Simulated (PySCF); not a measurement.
# C8H10Se: excited states, first hyperpolarisability

What do calculations give for the excited states, first hyperpolarisability of C8H10Se (`C[Se]C1=C[C@H]2C=C[C@@H]1C2`)?

Computed with PySCF 2.14.0 and routines of our own; the level stands in each step. Atoms count from 0.

### 1 The system as given

19 atoms, charge 0, multiplicity 1; geometry from: GFN2-xTB.

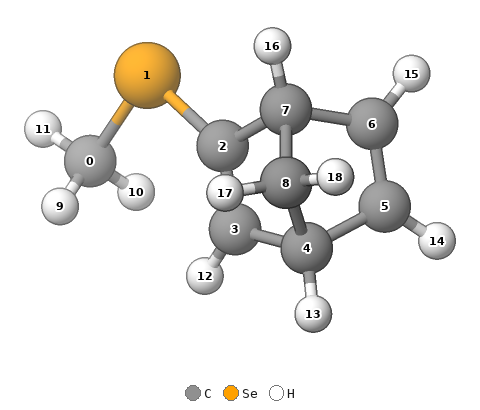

The starting geometry (carbon grey, selenium orange, hydrogen white).

### 2 Relaxing the molecule at PBE0-D3(BJ)/def2-SVP

The job: settings as JSON, then the geometry in Å.

```
{"job": {"xc": "PBE0", "basis": "def2-SVP", "d3": "d3bj", "grid": 2, "kind": "geom"}, "charge": 0, "multiplicity": 1}
C      3.313577    -0.087241    -0.305253
Se     2.022347    -1.444366     0.237283
C      0.450851    -0.410635     0.135332
C      0.254311     0.859734    -0.214256
C     -1.246025     1.102006    -0.137042
C     -1.856478     0.234961    -1.228206
C     -1.658485    -1.027754    -0.880976
C     -0.916794    -1.015956     0.444539
C     -1.573911     0.219419     1.081757
H      3.271885     0.743429     0.394183
H      3.080839     0.243686    -1.313980
H      4.296538    -0.549097    -0.279753
H      0.960918     1.598398    -0.538225
H     -1.557890     2.142294    -0.114237
H     -2.311076     0.628855    -2.116898
H     -1.907924    -1.925214    -1.413284
H     -0.904437    -1.947632     1.005312
H     -1.084732     0.546908     1.998939
H     -2.643317     0.097455     1.252468
```

Launch:

```
OMP_NUM_THREADS=1 python excited_run.py task.json out
```

The driver reads the jobs from task.json and runs them one after another.

What it wrote:

```text
step   0  E = -2711.19824486  max force = 0.015826
step   1  E = -2711.20096898  max force = 0.002888
step   2  E = -2711.20103132  max force = 0.000542
step   3  E = -2711.20103793  max force = 0.000221
optimisation converged
```

Wall time 80 s (1 thread of Arm Neoverse V2, shared host); peak memory 0.96 GiB.

The steps of the relaxation:

| step | energy from step 0 (eV) | largest force component (eV/Å) |
| --- | --- | --- |
| 0 | 0.0000 | 0.8138 |
| 1 | -0.0741 | 0.1485 |
| 2 | -0.0758 | 0.0279 |
| 3 | -0.0760 | 0.0114 |

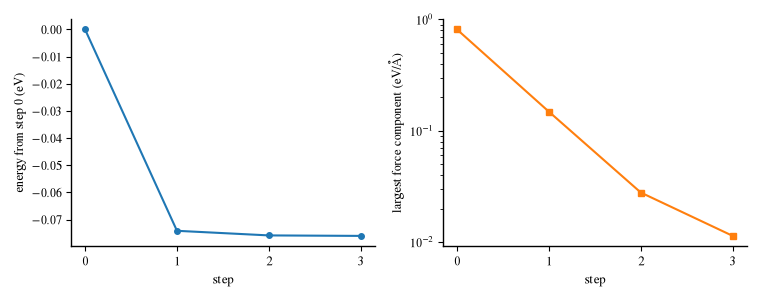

Energy and largest force along the relaxation.

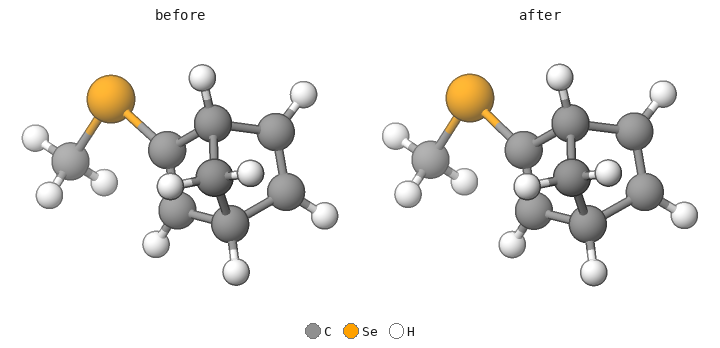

Before and after, at one scale.

Close pairs (by a distance rule), those that changed most:

| bond | before (Å) | after (Å) | change (Å) |
| --- | --- | --- | --- |
| C5–H14 | 1.073 | 1.091 | +0.018 |
| C6–H15 | 1.073 | 1.090 | +0.017 |
| C3–H12 | 1.072 | 1.089 | +0.017 |
| C0–Se1 | 1.950 | 1.936 | -0.014 |
| C3–C4 | 1.522 | 1.536 | +0.014 |
| C6–C7 | 1.519 | 1.532 | +0.013 |
| C4–C5 | 1.522 | 1.535 | +0.013 |
| Se1–C2 | 1.884 | 1.871 | -0.013 |

The next job starts from the end point, and lists it.

| at the end point | value |
| --- | --- |
| point group (found at 0.08 Å tolerance) | C1 |
| rotational constants (GHz, main isotopes) | 2.854, 0.735, 0.680 |
| dipole moment (D) | 1.08 |

### 3 Excited states: TDA CAM-B3LYP/aug-cc-pVDZ

The job: settings as JSON, then the geometry in Å.

```
{"job": {"kind": "states", "xc": "CAM-B3LYP", "basis": "aug-cc-pVDZ", "tda": true, "soc": true, "nstates": 6, "ntriplets": 5, "nquad": 4}, "charge": 0, "multiplicity": 1}
C      3.331303    -0.062225    -0.336185
Se     2.053618    -1.404049     0.224393
C      0.513964    -0.342582     0.164712
C      0.315350     0.939344    -0.183378
C     -1.201428     1.172034    -0.123943
C     -1.841159     0.302705    -1.214756
C     -1.637867    -0.972130    -0.867206
C     -0.868132    -0.953550     0.457406
C     -1.527651     0.287315     1.101548
H      3.323136     0.782070     0.366471
H      3.094536     0.286122    -1.350697
H      4.322651    -0.533922    -0.330101
H      1.044885     1.671253    -0.527403
H     -1.520161     2.222053    -0.094896
H     -2.305840     0.682903    -2.125366
H     -1.895110    -1.873270    -1.424449
H     -0.861150    -1.889795     1.031019
H     -1.023893     0.618924     2.021650
H     -2.606918     0.156958     1.272488
```

Method: TDA CAM-B3LYP/aug-cc-pVDZ excited states, vertical, gas phase, spin-orbit mean-field couplings.

What it wrote:

```text
coarse grid: 73496 points
cycle   1  E = -2712.2518650703  dE =  8.118e-01  |g| = 3.117e-01  |ddm| = 2.859e+01
cycle   2  E = -2712.2690379943  dE = -1.717e-02  |g| = 2.435e-01  |ddm| = 2.923e+00
cycle   3  E = -2712.2831510301  dE = -1.411e-02  |g| = 6.591e-02  |ddm| = 9.459e-01
cycle   4  E = -2712.2841401924  dE = -9.892e-04  |g| = 3.032e-02  |ddm| = 3.432e-01
cycle   5  E = -2712.2843745329  dE = -2.343e-04  |g| = 8.225e-03  |ddm| = 1.357e-01
cycle   6  E = -2712.2843915412  dE = -1.701e-05  |g| = 2.778e-03  |ddm| = 3.159e-02
cycle   7  E = -2712.2843936030  dE = -2.062e-06  |g| = 5.914e-04  |ddm| = 1.446e-02
final grid: 156464 points
cycle   8  E = -2712.2843678443  dE = -1.131e-07  |g| = 5.836e-04  |ddm| = 3.261e-02
cycle   9  E = -2712.2843678129  dE =  3.134e-08  |g| = 7.070e-04  |ddm| = 5.408e-03
cycle  10  E = -2712.2843679406  dE = -1.277e-07  |g| = 8.522e-05  |ddm| = 2.689e-03
cycle  11  E = -2712.2843679425  dE = -1.952e-09  |g| = 2.418e-05  |ddm| = 3.667e-04
cycle  12  E = -2712.2843679430  dE = -4.484e-10  |g| = 1.522e-05  |ddm| = 2.436e-04
converged SCF energy = -2712.2843679430

Singlet excitations
state   eV       nm        f     d(h-e)  d(exc)  Lambda  PR(NTO)  |dmu|/D   mu/D   main configurations
  1   4.5132   274.7   0.00748   0.799   3.557   0.311   1.037    3.588    3.519   H->L 0.44, H->L+1 0.20, H->L+10 0.10
  2   4.8361   256.4   0.06881   0.788   3.513   0.448   1.092    2.194    2.075   H->L+2 0.65, H->L+4 0.15
  3   5.0934   243.4   0.00507   0.511   4.559   0.285   1.051    1.784    1.937   H->L 0.39, H->L+1 0.28, H->L+5 0.08
  4   5.3725   230.8   0.02774   0.649   4.576   0.302   1.053    3.399    3.595   H->L+3 0.50, H->L+6 0.16
  5   5.6381   219.9   0.04306   0.908   4.804   0.348   1.080                     H->L+4 0.47, H->L+7 0.14, H->L+3 0.12
  6   5.8000   213.8   0.00710   1.351   5.199   0.300   1.320                     H->L+1 0.39, H->L+10 0.12, H->L+5 0.10

Triplet excitations (Tamm-Dancoff)
state   eV     d(h-e)  d(exc)  Lambda  PR(NTO)   main configurations
  1   3.3042   0.317   2.653   0.428   1.169   H->L+2 0.40, H->L+4 0.16
  2   3.8848   0.070   2.294   0.434   1.598   H-1->L+2 0.24, H-1->L+4 0.19
  3   4.2204   0.831   3.206   0.318   1.028   H->L 0.29, H->L+10 0.18, H->L+1 0.17
  4   5.0237   0.562   4.491   0.295   1.047   H->L 0.48, H->L+1 0.19
  5   5.1506   0.993   3.904   0.326   1.048   H->L+3 0.29, H->L+6 0.20, H->L+10 0.12
S1 - T1 = 1.2090 eV

Spin-orbit couplings |<S|Hso|T>| (cm-1)
             T1       T2       T3       T4       T5
S0       55.680    9.652  566.231  174.900  284.834
S1       64.834   26.849   30.592   47.703  105.902
S2       27.141   20.343   71.850   33.933   48.055
S3       28.117   13.768   34.036   10.034   35.390
S4       30.820   15.795   58.061   10.214    2.454
S5       19.421    9.013   49.628   12.611   15.608
S6       34.764   16.230   34.240   14.418   44.446
T1 sublevels (cm-1): 0.000 0.070 0.279   radiative rates (1/s): 30.1 298 515
```

It took 2.2 min on 1 thread of Arm Neoverse V2, shared host; peak memory 1.4 GiB.

Key values:

| quantity | value |
| --- | --- |
| S1 less T1 | 1.21 eV |

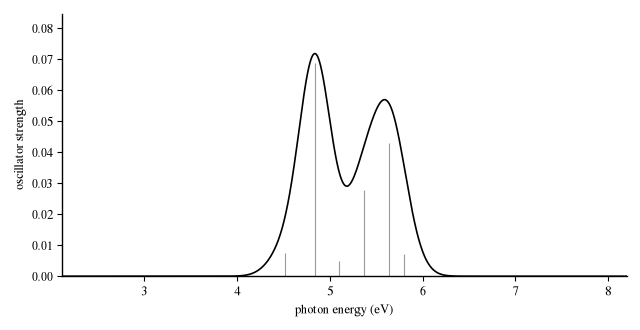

Absorption lines of the singlets. Lines are broadened to a width of 0.40 eV (Gaussian).

Orbitals, density, ELF and potential are computed afterwards from the orbital file.

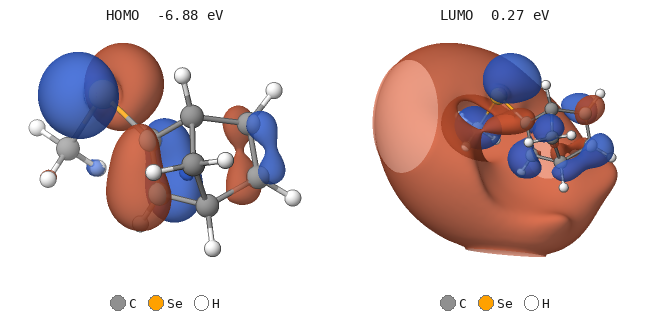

Frontier orbitals at CAM-B3LYP/aug-cc-pVDZ; each surface holds 70 % of the orbital's density, blue and red mark the sign. The LUMO is diffuse and is cut off by the edge of the grid.

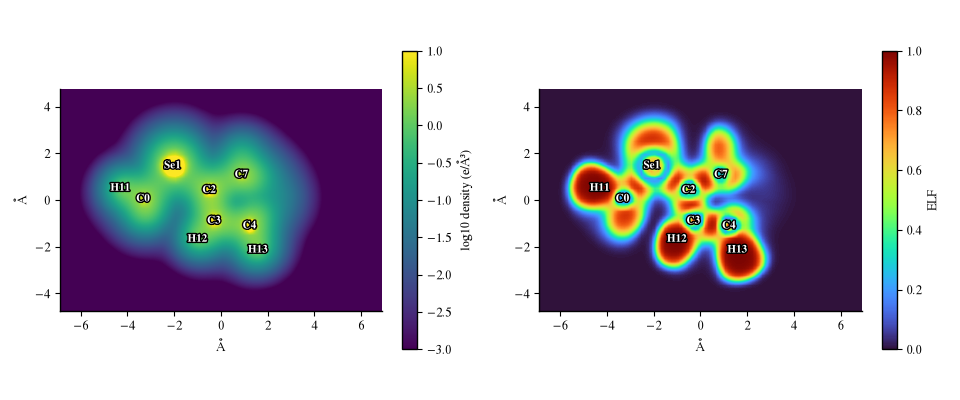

Density (left) and ELF (right) in a plane through or near 9 of the atoms.

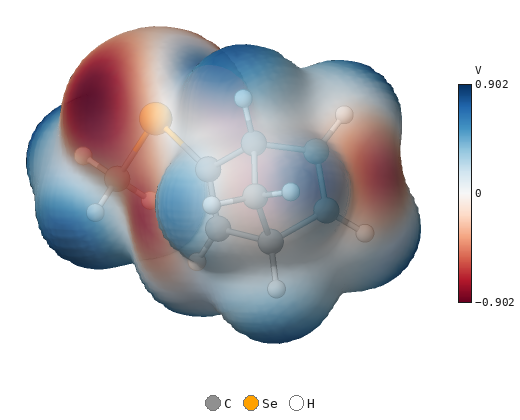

The potential that a unit positive charge feels on the 0.002 e/bohr³ surface, from -0.84 V near Se1 to 0.90 V near H11.

### 4 Excited states: TDDFT CAM-B3LYP/aug-cc-pVDZ

The job, as its differences from that of step 3:

```diff
@@ -1,2 +1,2 @@
-{"job": {"kind": "states", "xc": "CAM-B3LYP", "basis": "aug-cc-pVDZ", "tda": true, "soc": true, "nstates": 6, "ntriplets": 5, "nquad": 4}, "charge": 0, "multiplicity": 1}
+{"job": {"kind": "states", "xc": "CAM-B3LYP", "basis": "aug-cc-pVDZ", "tpa": true, "nstates": 8, "nquad": 6, "ntriplets": 0}, "charge": 0, "multiplicity": 1}
 C      3.331303    -0.062225    -0.336185
```

With the program's defaults for keys left out, this is: TDDFT CAM-B3LYP/aug-cc-pVDZ excited states, vertical, gas phase, two-photon moments by quadratic response.

What it wrote:

```text
coarse grid: 73496 points
cycle   1  E = -2712.2518650703  dE =  8.118e-01  |g| = 3.117e-01  |ddm| = 2.859e+01
cycle   2  E = -2712.2690379943  dE = -1.717e-02  |g| = 2.435e-01  |ddm| = 2.923e+00
cycle   3  E = -2712.2831510301  dE = -1.411e-02  |g| = 6.591e-02  |ddm| = 9.459e-01
cycle   4  E = -2712.2841401924  dE = -9.892e-04  |g| = 3.032e-02  |ddm| = 3.432e-01
cycle   5  E = -2712.2843745329  dE = -2.343e-04  |g| = 8.225e-03  |ddm| = 1.357e-01
cycle   6  E = -2712.2843915412  dE = -1.701e-05  |g| = 2.778e-03  |ddm| = 3.159e-02
cycle   7  E = -2712.2843936030  dE = -2.062e-06  |g| = 5.914e-04  |ddm| = 1.446e-02
final grid: 156464 points
cycle   8  E = -2712.2843678443  dE = -1.131e-07  |g| = 5.836e-04  |ddm| = 3.261e-02
cycle   9  E = -2712.2843678129  dE =  3.134e-08  |g| = 7.070e-04  |ddm| = 5.408e-03
cycle  10  E = -2712.2843679406  dE = -1.277e-07  |g| = 8.522e-05  |ddm| = 2.689e-03
cycle  11  E = -2712.2843679425  dE = -1.952e-09  |g| = 2.418e-05  |ddm| = 3.667e-04
cycle  12  E = -2712.2843679430  dE = -4.484e-10  |g| = 1.522e-05  |ddm| = 2.436e-04
converged SCF energy = -2712.2843679430

Singlet excitations
state   eV       nm        f     d(h-e)  d(exc)  Lambda  PR(NTO)  |dmu|/D   mu/D   delta(TPA)   sigma/GM   main configurations
  1   4.4771   276.9   0.01269   0.568   3.530   0.321   1.069    2.563    2.556       41.70      0.306   H->L 0.40, H->L+1 0.19, H->L+2 0.09
  2   4.7170   262.8   0.04798   0.429   3.463   0.434   1.144    1.159    0.714       99.74      0.813   H->L+2 0.56, H->L+4 0.15
  3   5.0890   243.6   0.00442   0.511   4.572   0.286   1.050    1.811    1.929      183.86      1.744   H->L 0.40, H->L+1 0.28, H->L+5 0.08
  4   5.3593   231.3   0.02628   0.680   4.563   0.305   1.054    3.524    3.763       60.12      0.633   H->L+3 0.48, H->L+6 0.17, H->L+2 0.09
  5   5.6238   220.5   0.04910   0.916   4.764   0.346   1.071    3.199    2.588       32.91      0.381   H->L+4 0.45, H->L+7 0.15, H->L+3 0.13
  6   5.7734   214.8   0.02951   0.471   4.493   0.379   2.078    2.083    2.195      168.59      2.059   H-1->L+2 0.24, H->L+1 0.22, H-1->L+4 0.12
  7   5.8260   212.8   0.02137   0.944   4.469   0.350   2.106                                            H-1->L+2 0.27, H->L+1 0.19, H->L+5 0.14
  8   5.9884   207.0   0.05290   1.412   4.704   0.329   1.315                                            H->L+10 0.18, H->L+5 0.16, H->L+4 0.12
```

Wall time 2.5 min (1 thread of Arm Neoverse V2, shared host); peak memory 1.5 GiB.

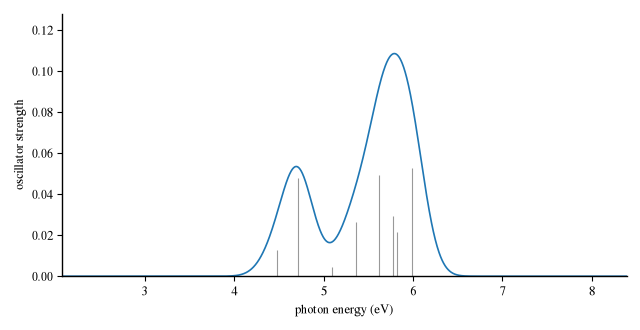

Absorption lines of the singlets. Lines are broadened to a width of 0.40 eV (Gaussian).

### 5 First hyperpolarisability: quadratic response CAM-B3LYP/aug-cc-pVDZ

The job, as its differences from that of step 4:

```diff
@@ -1,2 +1,2 @@
-{"job": {"kind": "states", "xc": "CAM-B3LYP", "basis": "aug-cc-pVDZ", "tpa": true, "nstates": 8, "nquad": 6, "ntriplets": 0}, "charge": 0, "multiplicity": 1}
+{"job": {"kind": "beta", "xc": "CAM-B3LYP", "basis": "aug-cc-pVDZ"}, "charge": 0, "multiplicity": 1}
 C      3.331303    -0.062225    -0.336185
```

Method: quadratic response CAM-B3LYP/aug-cc-pVDZ first hyperpolarisability, Taylor convention, gas phase.

What it wrote:

```text
coarse grid: 73496 points
cycle   1  E = -2712.2518650703  dE =  8.118e-01  |g| = 3.117e-01  |ddm| = 2.859e+01
cycle   2  E = -2712.2690379943  dE = -1.717e-02  |g| = 2.435e-01  |ddm| = 2.923e+00
cycle   3  E = -2712.2831510301  dE = -1.411e-02  |g| = 6.591e-02  |ddm| = 9.459e-01
cycle   4  E = -2712.2841401924  dE = -9.892e-04  |g| = 3.032e-02  |ddm| = 3.432e-01
cycle   5  E = -2712.2843745329  dE = -2.343e-04  |g| = 8.225e-03  |ddm| = 1.357e-01
cycle   6  E = -2712.2843915412  dE = -1.701e-05  |g| = 2.778e-03  |ddm| = 3.159e-02
cycle   7  E = -2712.2843936030  dE = -2.062e-06  |g| = 5.914e-04  |ddm| = 1.446e-02
final grid: 156464 points
cycle   8  E = -2712.2843678443  dE = -1.131e-07  |g| = 5.836e-04  |ddm| = 3.261e-02
cycle   9  E = -2712.2843678129  dE =  3.134e-08  |g| = 7.070e-04  |ddm| = 5.408e-03
cycle  10  E = -2712.2843679406  dE = -1.277e-07  |g| = 8.522e-05  |ddm| = 2.689e-03
cycle  11  E = -2712.2843679425  dE = -1.952e-09  |g| = 2.418e-05  |ddm| = 3.667e-04
cycle  12  E = -2712.2843679430  dE = -4.484e-10  |g| = 1.522e-05  |ddm| = 2.436e-04
converged SCF energy = -2712.2843679430

Lowest singlets (eV, f): 4.4771 0.0127  4.7170 0.0480  5.0890 0.0044

First hyperpolarisability (au)
process     nm      |vector|   parallel      HRS      DR
static         -      176.93      72.98      88.59   3.159
shg       1907.0      191.96      75.34      96.79   3.125
eope      1907.0      181.67      73.77          -       -
shg       1064.0      236.63      80.18     120.71   3.065
eope      1064.0      193.11      75.51          -       -
```

It took 2 min on 1 thread of Arm Neoverse V2, shared host; peak memory 1.4 GiB.

### 6 Results

```
                                                   quantity                                                value
                                                point group                                                   C1
                       rotational constants (main isotopes)                                 2.85, 0.74, 0.68 GHz
             S1 less T1 (step 3, TDA CAM-B3LYP/aug-cc-pVDZ)                                              1.21 eV
                      surface potential, least and greatest                                   -0.84 V and 0.90 V
β vector (step 5, quadratic response CAM-B3LYP/aug-cc-pVDZ)  static 177, SHG 1907.0 nm 192, SHG 1064.0 nm 237 au
```

Relaxing lowered the energy by 0.076 eV in 3 steps; the close pair that moved most is C5–H14, from 1.073 to 1.091 Å. Scalar relativity is left out for the heavy atoms. In step 3, the number of triplets below S1 is 3, and the largest singlet-triplet spin-orbit coupling is S0–T3, 566.23 cm⁻¹. Steps that list no spin-orbit terms leave them out, which matters at and beside the heavy atoms. β grows from 177 au (static) to 237 au for doubling at 1064.0 nm: normal dispersion, which grows as twice the photon energy moves toward the bright states.
